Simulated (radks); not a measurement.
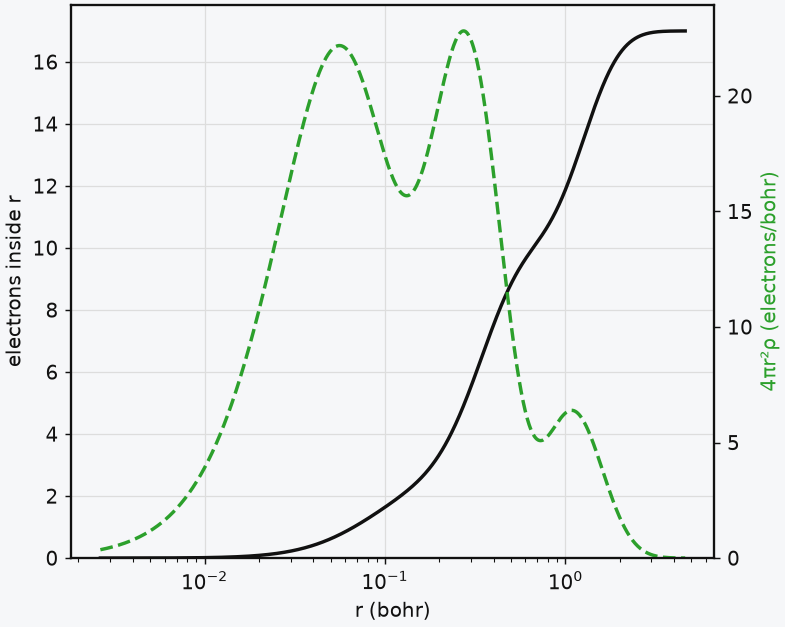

System: K²⁺ (Z = 19, 17 electrons), configuration [Ne] 3s2 3p5 (high spin). Computed with the in-house radial solver radks: non-relativistic Kohn-Sham, Tao-Mo meta-GGA, spin-polarised, spherical densities, point nucleus.

```
Z 19
configuration [Ne] 3s2 3p5
relativity non-relativistic
functional tm,tm
spin polarised
nucleus point
```

Launched within a batch that task.json describes:
```bash
python run_ks.py task.json out
```

The plot shows the number of electrons inside radius r (solid) and the radial density 4πr²ρ (dashed).

Q: Describe it and give its main numbers.

Answer: The count levels off at 17 electrons. Half of them lie within 0.469 bohr, 90 % within 1.63 bohr and 99 % within 2.57 bohr. The radial density has minima at 0.132 and 0.727 bohr, where the count stands at 2.2 and 10.3; these part the shells that the density resolves.
